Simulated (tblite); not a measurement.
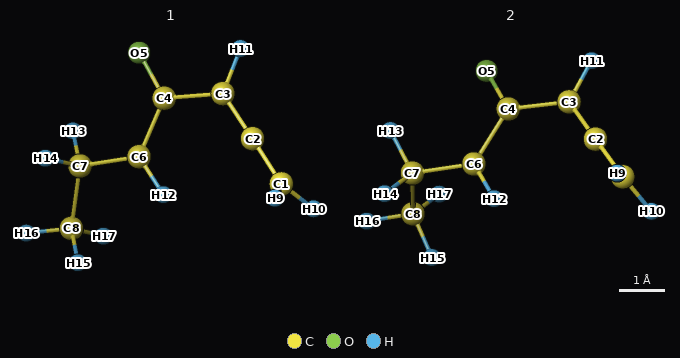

Two geometries of C$_{7}$H$_{9}$O (multiplicity 2), drawn at one scale. One is the start of a relaxation, the other its converged end. The picture is a ball-and-stick view, seen at a tilt.

All numbers below come from GFN2-xTB geometry optimisation, gas phase in tblite. 

> Which geometry has the lower energy?

Structure 1 is the relaxed one. The largest moves after the best rigid fit, 0.99 Å, are those of H13 and H17. By element the largest moves are H 0.99 Å, O 0.66 Å, C 0.42 Å. Some distances before and after: C4–C6 1.485 → 1.425 Å, C1–C2 1.315 → 1.292 Å, C2–C3 1.282 → 1.303 Å, C8–H16 1.107 → 1.087 Å. Bond angles that change, for instance: C6–C7–H13 112.1° → 108.6°, H9–C1–H10 119.1° → 116.4°, C6–C7–C8 111.3° → 113.8°. Groups turn about C6–C7 by about 55°. After 144 geometry steps the energy has fallen by 16.5 kJ/mol. Cost: 0.85 s on 1 thread of Arm Neoverse V1, on a shared host.
